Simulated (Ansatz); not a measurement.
## Electronic structure of ScAl2As3 in real space

```cif
data_structure
_symmetry_space_group_name_H-M 'P 1'
_symmetry_Int_Tables_number 1
_cell_length_a 3.7536
_cell_length_b 3.7536
_cell_length_c 9.1704
_cell_angle_alpha 90.000
_cell_angle_beta 90.000
_cell_angle_gamma 120.000
_cell_volume 111.90
loop_
_atom_site_label
_atom_site_type_symbol
_atom_site_fract_x
_atom_site_fract_y
_atom_site_fract_z
_atom_site_occupancy
Sc1 Sc 0.00000 0.00000 0.00000 1
Al1 Al 0.33333 0.66667 0.66456 1
Al2 Al 0.66667 0.33333 0.33544 1
As1 As 0.33333 0.66667 0.17903 1
As2 As 0.66667 0.33333 0.82097 1
As3 As 0.00000 0.00000 0.50000 1
```

Space group P-3m1; a structure from a database of computed crystals, not necessarily the ambient phase; started from the CaSm2S3-164 prototype, which need not be the ambient phase.

All numbers below come from DFT, PBEsol, plane waves, PAW in Ansatz.

In a PAW calculation such maps are meaningful between the atoms, not at the nuclei.

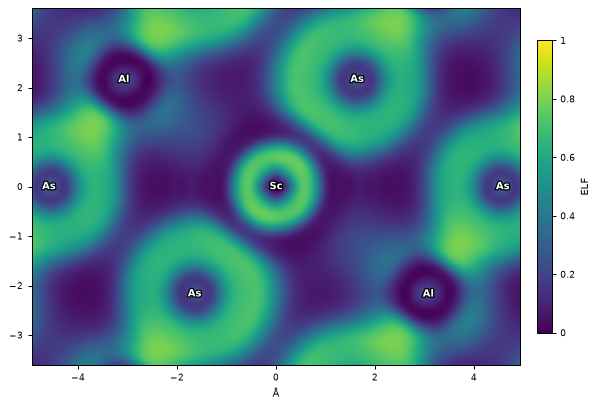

Figure 1. ELF on the (110) plane of the conventional cell.

**What do the fields say about this system?**

- Atoms in the plane: Sc, Al and As.
- Sc–As (2.72 Å): the ELF is about 0.45 at the midpoint.
- Al–As (2.64 Å): the ELF peaks at about 0.80 between the atoms.
- The features right at Sc lie inside the PAW spheres, where the map follows smoothed inner orbitals and isn't to be read closely.

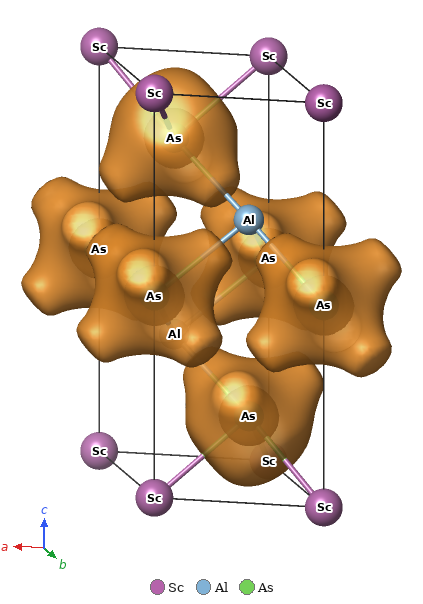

Figure 2. Isosurface of the ELF at 0.55 (orange), seen at an oblique angle. Only the valence region is drawn (cores and ρ < 0.01 e/Å³ removed). Sticks mark near contacts.

**What do the ELF domains correspond to?**

The ELF exceeds this value in three regions on As in which the atom's valence shell and bonds are merged, counted in one cell of 6 atoms. Regions shared between cells count once. Along the contacts the grid gives the following. Al–As (2.60 Å): the ELF peaks at about 0.80 between the atoms.
